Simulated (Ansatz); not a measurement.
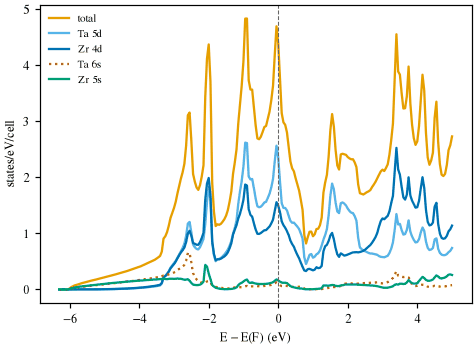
Figure: Total and projected density of states of ZrTa (rock salt, Fm-3m), DFT-PBE in the program Ansatz with PAW potentials

**Question.** Which orbitals carry the states next to the Fermi level?

**Answer.** Within 0.5 eV of the Fermi level: Ta 5d 53 %, Zr 4d 36 %. Projections are on Löwdin-orthogonalised atomic valence shells; empty p or d shells of many metals are not among them.

**Question.** Where is the tallest occupied peak in this window, and what makes it?

**Answer.** Near -0.9 eV, about 4.8 states/eV per cell; the largest projected share is Ta 5d.

The start of the workflow was typed in or built on a structure type; neither database checked (COD, Materials Project) lists it. Its standing as an ambient phase is unchecked. Symmetry was held in the PBE relaxation; whether a distortion lowers the energy is not shown. The run is not spin-polarised. Its formation energy is positive at this level, so the cell may be metastable or incomplete. Spin–orbit coupling is left out wherever it is not named.

Potentials: the later of the program's two PAW sets.
